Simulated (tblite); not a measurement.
Run report: C₄H₁₀F₂Si₂, geometry relaxation (part 1 of 4)

C₄H₁₀F₂Si₂, computed with GFN2-xTB geometry optimisation, gas phase (tblite 0.8.0).

It belongs to a series of runs on one base structure; here: H on Si replaced by CH2SiH3.

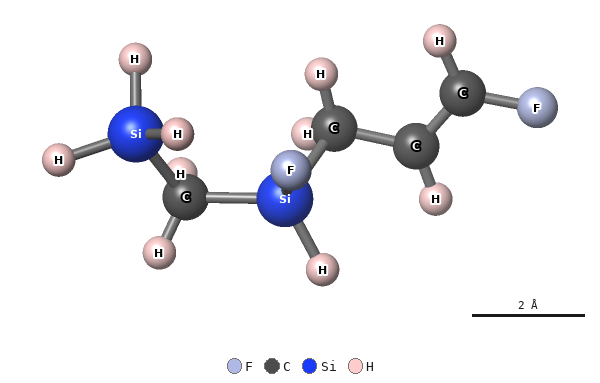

Fig. 1: The input geometry (ball-and-stick view, seen at a tilt). Bond lengths as drawn: C–C 1.33 to 1.50 Å, C–F 1.36 Å, C–H 1.07 to 1.11 Å, C–Si 1.85 to 1.90 Å, F–Si 1.68 Å and H–Si 1.44 to 1.47 Å.

**Key numbers**

| quantity | value |
| --- | --- |
| outcome | converged |
| total energy | −724.1727 eV |
| hardware | 1 CPU thread, shared host |
| wall time | 0.89 s |
| peak memory | 0.18 GiB |

**Input file**
```
{"job": {"kind": "relax", "xc": "GFN2-xTB", "basis": "xTB"}, "charge": 0, "multiplicity": 1}
F      4.487600     0.470100     0.495600
C      3.197600     0.789100     0.198000
C      2.403300    -0.151900    -0.308500
C      0.989900     0.235700    -0.627700
Si    -0.185900    -0.858100     0.381100
F     -0.365200    -0.192400     1.911200
C     -1.813900    -0.793000    -0.491900
Si    -2.849000     0.494900     0.384000
H      2.785900     1.781000     0.380700
H      2.752700    -1.147000    -0.496200
H      0.724700     0.060000    -1.695500
H      0.745000     1.257200    -0.345000
H      0.415200    -2.165300     0.495600
H     -1.662200    -0.481700    -1.543700
H     -2.339500    -1.763300    -0.518500
H     -2.380900     0.589700     1.777600
H     -2.652500     1.765300    -0.285900
H     -4.261400     0.116200     0.277300
```

The first line tells a small driver script what to run in tblite; the rest is the geometry in Å.

Launched with:
```bash
OMP_NUM_THREADS=1 python <driver script> task.json out
```

**The program's output**
```
step      E/eV     max force
  0    -723.54865    1.608
  1    -723.68858    1.192
  2    -723.76953    0.976
  3    -723.83476    1.056
  4    -723.90774    0.446
  5    -723.93513    0.471
  6    -723.97681    0.419
  7    -723.99825    0.406
  8    -724.01426    0.333
  9    -724.02545    0.342
 10    -724.03712    0.269
 11    -724.04756    0.268
 12    -724.05611    0.232
 13    -724.06341    0.244
 14    -724.07064    0.238
 15    -724.07792    0.281
 16    -724.08473    0.208
 17    -724.09041    0.218
 18    -724.09545    0.204
 19    -724.10023    0.181
 20    -724.10425    0.168
 21    -724.10747    0.131
 22    -724.11020    0.133
 23    -724.11262    0.109
 24    -724.11489    0.117
 25    -724.11692    0.110
 26    -724.11864    0.079
 27    -724.12026    0.101
 28    -724.12180    0.085
 29    -724.12317    0.094
 30    -724.12437    0.080
 31    -724.12540    0.079
 32    -724.12630    0.083
 33    -724.12709    0.064
 34    -724.12771    0.064
 35    -724.12819    0.058
 36    -724.12869    0.066
 37    -724.12934    0.070
 38    -724.13019    0.066
 39    -724.13112    0.078
 40    -724.13207    0.069
 41    -724.13311    0.082
 42    -724.13443    0.080
 43    -724.13591    0.083
 44    -724.13715    0.071
 45    -724.13797    0.071
 46    -724.13868    0.061
 47    -724.13972    0.085
 48    -724.14116    0.117
 49    -724.14261    0.102
 50    -724.14368    0.083
 51    -724.14455    0.073
 52    -724.14547    0.083
 53    -724.14661    0.093
 54    -724.14762    0.079
 55    -724.14824    0.057
 56    -724.14863    0.065
 57    -724.14914    0.056
 58    -724.15011    0.060
 59    -724.15074    0.052
 60    -724.15108    0.050
 61    -724.15136    0.048
 62    -724.15174    0.041
 63    -724.15219    0.065
 64    -724.15268    0.073
 65    -724.15320    0.059
 66    -724.15384    0.066
 67    -724.15463    0.063
 68    -724.15550    0.082
 69    -724.15635    0.079
 70    -724.15725    0.083
 71    -724.15823    0.081
 72    -724.15929    0.076
 73    -724.16035    0.094
 74    -724.16129    0.081
 75    -724.16193    0.062
 76    -724.16242    0.052
 77    -724.16278    0.043
 78    -724.16326    0.040
 79    -724.16354    0.036
 80    -724.16393    0.035
 81    -724.16415    0.035
 82    -724.16436    0.031
 83    -724.16461    0.035
 84    -724.16493    0.050
 85    -724.16521    0.049
 86    -724.16542    0.034
 87    -724.16558    0.033
 88    -724.16576    0.043
 89    -724.16597    0.046
 90    -724.16614    0.035
 91    -724.16625    0.018
 92    -724.16630    0.015
 93    -724.16634    0.014
 94    -724.16637    0.014
 95    -724.16641    0.015
 96    -724.16648    0.022
 97    -724.16660    0.029
 98    -724.16673    0.028
 99    -724.16685    0.023
100    -724.16694    0.021
101    -724.16704    0.022
102    -724.16719    0.035
103    -724.16738    0.037
104    -724.16753    0.023
105    -724.16763    0.023
106    -724.16772    0.022
107    -724.16786    0.032
108    -724.16805    0.046
109    -724.16827    0.032
110    -724.16843    0.030
111    -724.16854    0.029
112    -724.16866    0.026
113    -724.16884    0.028
114    -724.16905    0.032
115    -724.16924    0.031
116    -724.16940    0.027
117    -724.16957    0.035
118    -724.16979    0.036
119    -724.17009    0.035
120    -724.17047    0.044
121    -724.17082    0.053
122    -724.17112    0.060
123    -724.17135    0.048
124    -724.17158    0.031
125    -724.17180    0.032
126    -724.17203    0.048
127    -724.17223    0.045
128    -724.17240    0.040
129    -724.17253    0.022
130    -724.17262    0.017
131    -724.17266    0.010
132    -724.17269    0.009
```

**Trajectory as extended XYZ (Å, eV, eV/Å), 45 of the 133 frames kept, from step=0 to step=132**
```
18
Properties=species:S:1:pos:R:3:forces:R:3 step=0 energy=-723.54865
F     4.4876    0.4701    0.4956   -0.5020   0.7250   0.1280
C     3.1976    0.7891    0.1980   -0.2950  -1.0660  -0.3500
C     2.4033   -0.1519   -0.3085   -0.2700   1.5390  -0.1140
C     0.9899    0.2357   -0.6277   -0.2390  -0.8390  -0.1320
Si   -0.1859   -0.8581    0.3811    0.5580   0.1500   1.0700
F    -0.3652   -0.1924    1.9112    0.7230  -0.8310  -1.1720
C    -1.8139   -0.7930   -0.4919   -0.5800  -0.5860  -1.0160
Si   -2.8490    0.4949    0.3840   -0.7640   0.4000   0.6220
H     2.7859    1.7810    0.3807    0.9410  -0.1470   0.2060
H     2.7527   -1.1470   -0.4962   -0.0430  -0.1250  -0.0980
H     0.7247    0.0600   -1.6955    0.4940   0.2960   0.6390
H     0.7450    1.2572   -0.3450    0.4180   0.1400  -0.3280
H     0.4152   -2.1653    0.4956   -0.0380  -0.2760   0.3510
H    -1.6622   -0.4817   -1.5437   -0.1440  -0.3190   0.4860
H    -2.3395   -1.7633   -0.5185    0.3250   0.4420   0.0340
H    -2.3809    0.5897    1.7776   -0.6360   0.1400  -0.2610
H    -2.6525    1.7653   -0.2859    0.0440   0.3320  -0.1380
H    -4.2614    0.1162    0.2773    0.0080   0.0250   0.0730
18
Properties=species:S:1:pos:R:3:forces:R:3 step=3 energy=-723.83476
F     4.4671    0.5095    0.5055    0.1130   0.1180   0.1020
C     3.1886    0.7702    0.1919   -0.0360   0.1100  -0.0040
C     2.3850   -0.1243   -0.3343    0.0860  -0.1650  -0.0650
C     0.9734    0.2121   -0.6202    0.0640   0.1830   0.1090
Si   -0.1743   -0.8670    0.4057   -0.2340  -0.5840  -0.8480
F    -0.3196   -0.2348    1.8644    0.3590  -0.0440   0.4930
C    -1.8292   -0.8007   -0.5074    0.0510   0.2740   0.5090
Si   -2.8823    0.5119    0.3993    0.0470   0.0540  -0.3880
H     2.8484    1.7711    0.3942    0.3800   0.2530   0.1750
H     2.7410   -1.1325   -0.5005   -0.1320   0.0830  -0.1420
H     0.7518    0.0733   -1.6711    0.0580  -0.0270  -0.2070
H     0.7718    1.2556   -0.3691    0.1530   0.0260  -0.1460
H     0.4126   -2.1838    0.5207   -0.0330  -0.2290   0.2830
H    -1.6698   -0.4977   -1.5343   -0.0580  -0.0770  -0.1530
H    -2.3306   -1.7567   -0.5185   -0.0750  -0.1630   0.0130
H    -2.4212    0.6001    1.7709   -0.3660   0.1330   0.1840
H    -2.6512    1.7835   -0.2917   -0.0440   0.0720   0.0310
H    -4.2703    0.1168    0.2828   -0.3320  -0.0180   0.0550
18
Properties=species:S:1:pos:R:3:forces:R:3 step=6 energy=-723.97681
F     4.4709    0.5448    0.5239    0.1490  -0.2550  -0.0430
C     3.1879    0.7803    0.1920    0.2980   0.1520   0.1060
C     2.3883   -0.1133   -0.3491    0.1130   0.1150   0.2310
C     0.9715    0.2127   -0.6216    0.1570  -0.0170  -0.2070
Si   -0.1811   -0.9264    0.3622    0.2860   0.2030   0.2300
F    -0.2319   -0.2926    1.8591    0.1030  -0.2230  -0.1550
C    -1.8490   -0.7894   -0.4866   -0.0280  -0.1570  -0.1290
Si   -2.9120    0.5336    0.3763   -0.1670  -0.0400   0.1410
H     2.9381    1.8002    0.4264   -0.1920   0.1470  -0.0080
H     2.7195   -1.1222   -0.5278    0.0940  -0.0160  -0.0920
H     0.7788    0.0791   -1.6816   -0.0320  -0.0540  -0.2060
H     0.8070    1.2648   -0.4007   -0.1430   0.0270   0.0820
H     0.4061   -2.2368    0.5782   -0.0910  -0.1060   0.0310
H    -1.6875   -0.5222   -1.5316   -0.0920   0.0160   0.0350
H    -2.3333   -1.7612   -0.5114   -0.1770   0.0190   0.1290
H    -2.5079    0.6268    1.7820   -0.2190   0.0600  -0.0910
H    -2.6574    1.8100   -0.2944   -0.0730   0.0320  -0.0160
H    -4.3166    0.1181    0.2929    0.0140   0.0950  -0.0390
18
Properties=species:S:1:pos:R:3:forces:R:3 step=9 energy=-724.02545
F     4.4942    0.5288    0.5276    0.0300  -0.0460  -0.0040
C     3.2152    0.8014    0.2022   -0.0200  -0.0960  -0.0160
C     2.4076   -0.0983   -0.3310    0.0320   0.1160  -0.1380
C     0.9904    0.2172   -0.6446    0.0070  -0.0290   0.0700
Si   -0.1598   -0.9369    0.3526    0.0500   0.0160  -0.1240
F    -0.1845   -0.3361    1.8536    0.0140  -0.0170   0.0560
C    -1.8563   -0.7968   -0.4817    0.1040   0.0160   0.1320
Si   -2.9348    0.5369    0.3723    0.0220  -0.0540  -0.0270
H     2.9538    1.8279    0.4390    0.0210  -0.1820  -0.0360
H     2.7231   -1.1145   -0.5479    0.1550   0.2880   0.1010
H     0.7877    0.0746   -1.7098    0.1590   0.0220   0.0840
H     0.8036    1.2687   -0.4054   -0.1020  -0.1620  -0.0560
H     0.3916   -2.2693    0.6040   -0.1160   0.1000  -0.1140
H    -1.7062   -0.5305   -1.5279   -0.0810  -0.0090   0.0120
H    -2.3557   -1.7621   -0.4923   -0.0810   0.0230   0.1150
H    -2.5686    0.6454    1.7814   -0.0840   0.0280   0.0140
H    -2.6705    1.8208   -0.2952   -0.0930  -0.0820   0.0190
H    -4.3396    0.1292    0.2913   -0.0160   0.0690  -0.0880
18
Properties=species:S:1:pos:R:3:forces:R:3 step=12 energy=-724.05611
F     4.5134    0.5097    0.5284   -0.0260   0.0310  -0.0070
C     3.2381    0.8058    0.2096   -0.0170   0.0330  -0.0060
C     2.4234   -0.0712   -0.3385    0.0220  -0.0580  -0.0830
C     1.0059    0.2138   -0.6535   -0.0330   0.0010   0.0120
Si   -0.1384   -0.9393    0.3374   -0.2190  -0.0760   0.0120
F    -0.1488   -0.3709    1.8523   -0.0160   0.0730   0.0300
C    -1.8515   -0.8020   -0.4650   -0.1230   0.0730   0.0140
Si   -2.9489    0.5313    0.3694    0.0580   0.0060  -0.0130
H     2.9679    1.8237    0.4442    0.1160   0.0590   0.0870
H     2.7535   -1.0727   -0.5492    0.1990  -0.1170  -0.0260
H     0.8185    0.0739   -1.7188    0.0980  -0.0240  -0.0120
H     0.7836    1.2519   -0.4153   -0.0670   0.0860  -0.0060
H     0.3647   -2.2796    0.6023    0.0090  -0.0430  -0.1590
H    -1.7325   -0.5391   -1.5194   -0.0360  -0.0610   0.0910
H    -2.3809   -1.7560   -0.4590    0.1210   0.0640   0.1140
H    -2.6248    0.6626    1.7829    0.0020  -0.0050   0.0860
H    -2.6944    1.8164   -0.2941   -0.0500  -0.0440  -0.0190
H    -4.3576    0.1479    0.2748   -0.0390   0.0030  -0.1160
18
Properties=species:S:1:pos:R:3:forces:R:3 step=15 energy=-724.07792
F     4.5240    0.5020    0.5282   -0.0010   0.0190  -0.0320
C     3.2503    0.8115    0.2125    0.0050   0.0500  -0.0040
C     2.4396   -0.0579   -0.3545    0.0070  -0.0790   0.1730
C     1.0119    0.2095   -0.6568    0.0380  -0.0380  -0.0350
Si   -0.1476   -0.9493    0.3285    0.1250   0.1110   0.0960
F    -0.1219   -0.3895    1.8515   -0.0580   0.0360  -0.0840
C    -1.8640   -0.7948   -0.4468   -0.0320  -0.0020   0.0240
Si   -2.9597    0.5311    0.3708   -0.1990   0.1090   0.1660
H     3.0003    1.8288    0.4629    0.0310   0.0970   0.0820
H     2.8053   -1.0529   -0.5548    0.0110  -0.0520  -0.0840
H     0.8576    0.0701   -1.7264   -0.0680  -0.0490  -0.0410
H     0.7613    1.2473   -0.4262    0.0620  -0.0370   0.0020
H     0.3443   -2.2955    0.5760    0.0160  -0.0700  -0.1560
H    -1.7589   -0.5550   -1.5031   -0.0150  -0.0080  -0.0520
H    -2.3848   -1.7466   -0.4146   -0.0030  -0.1080   0.0900
H    -2.6707    0.6752    1.7951    0.0160  -0.0340  -0.0010
H    -2.7200    1.8090   -0.2976    0.0160   0.0680  -0.0580
H    -4.3756    0.1633    0.2436    0.0480  -0.0150  -0.0840
18
Properties=species:S:1:pos:R:3:forces:R:3 step=18 energy=-724.09545
F     4.5333    0.4982    0.5227    0.0380   0.0630  -0.0180
C     3.2598    0.8228    0.2153    0.0020  -0.0220   0.0410
C     2.4538   -0.0584   -0.3452   -0.0190   0.0530   0.0370
C     1.0232    0.2017   -0.6635    0.0530  -0.0480   0.0140
Si   -0.1453   -0.9461    0.3270    0.0390  -0.0240  -0.1250
F    -0.1135   -0.3922    1.8468   -0.0340   0.0370   0.0100
C    -1.8787   -0.7879   -0.4270    0.0480  -0.0220   0.0740
Si   -2.9852    0.5435    0.3866    0.0520   0.0120  -0.0970
H     3.0270    1.8431    0.4881   -0.0200  -0.0820   0.0040
H     2.8493   -1.0441   -0.5689   -0.1360   0.1280   0.0080
H     0.8787    0.0589   -1.7365   -0.0580  -0.0460   0.0550
H     0.7522    1.2380   -0.4339    0.1700  -0.1050  -0.0390
H     0.3306   -2.3131    0.5275   -0.0070   0.0700  -0.1050
H    -1.7830   -0.5694   -1.4924   -0.0600  -0.0250   0.0720
H    -2.3849   -1.7499   -0.3655   -0.0040   0.0070   0.0430
H    -2.7003    0.6794    1.8093   -0.0050  -0.0130   0.0380
H    -2.7388    1.8098   -0.3069    0.0220   0.0560   0.0120
H    -4.3870    0.1720    0.2051   -0.0810  -0.0380  -0.0250
18
Properties=species:S:1:pos:R:3:forces:R:3 step=21 energy=-724.10747
F     4.5451    0.5051    0.5161    0.0620   0.0300  -0.0020
C     3.2681    0.8280    0.2237    0.0330  -0.0100   0.0510
C     2.4613   -0.0523   -0.3344    0.0430   0.0220  -0.0940
C     1.0367    0.1894   -0.6666   -0.0280   0.0380   0.0090
Si   -0.1386   -0.9441    0.3162   -0.1020  -0.0190   0.0250
F    -0.1126   -0.3907    1.8388    0.0020  -0.0210  -0.0450
C    -1.8839   -0.7867   -0.4049   -0.0300   0.0020   0.0070
Si   -3.0000    0.5539    0.3891    0.0500  -0.0510  -0.0550
H     3.0419    1.8439    0.5076   -0.0770  -0.0010   0.0240
H     2.8620   -1.0246   -0.5782   -0.0220  -0.0770   0.0160
H     0.8857    0.0434   -1.7366    0.0190  -0.0670  -0.0010
H     0.7697    1.2210   -0.4440    0.0520   0.1200  -0.0010
H     0.3215   -2.3174    0.4779    0.0390   0.0080  -0.0390
H    -1.8082   -0.5834   -1.4752   -0.0460  -0.0330   0.0660
H    -2.3852   -1.7516   -0.3244    0.0040   0.0530   0.0450
H    -2.7223    0.6800    1.8205   -0.0510  -0.0020  -0.0840
H    -2.7480    1.8191   -0.3119    0.0180   0.0020   0.0580
H    -4.4020    0.1733    0.1749    0.0350   0.0060   0.0190
18
Properties=species:S:1:pos:R:3:forces:R:3 step=24 energy=-724.11489
F     4.5624    0.5143    0.5117   -0.0290   0.0340   0.0040
C     3.2786    0.8301    0.2356   -0.0230  -0.0230  -0.0460
C     2.4742   -0.0441   -0.3393    0.0110  -0.0510   0.0150
C     1.0446    0.1874   -0.6679    0.0300   0.0680   0.0060
Si   -0.1430   -0.9458    0.3083    0.0980   0.0640   0.0080
F    -0.1070   -0.3963    1.8290    0.0030  -0.0250   0.0340
C    -1.8920   -0.7857   -0.3863   -0.0170  -0.0190  -0.0250
Si   -3.0075    0.5563    0.3831   -0.0770   0.0460   0.0410
H     3.0448    1.8436    0.5262   -0.0440  -0.0380   0.0210
H     2.8700   -1.0185   -0.5836    0.0260  -0.0560  -0.0040
H     0.8965    0.0236   -1.7370    0.0230   0.0010   0.0270
H     0.7882    1.2246   -0.4538   -0.0170   0.0640  -0.0350
H     0.3188   -2.3215    0.4385    0.0350  -0.0030  -0.0110
H    -1.8345   -0.5991   -1.4562   -0.0090  -0.0210  -0.0900
H    -2.3885   -1.7473   -0.2855   -0.0640  -0.0540   0.0530
H    -2.7515    0.6821    1.8169   -0.0360   0.0010  -0.0450
H    -2.7534    1.8260   -0.3068    0.0310   0.0020   0.0360
H    -4.4094    0.1765    0.1553    0.0590   0.0120   0.0140
```
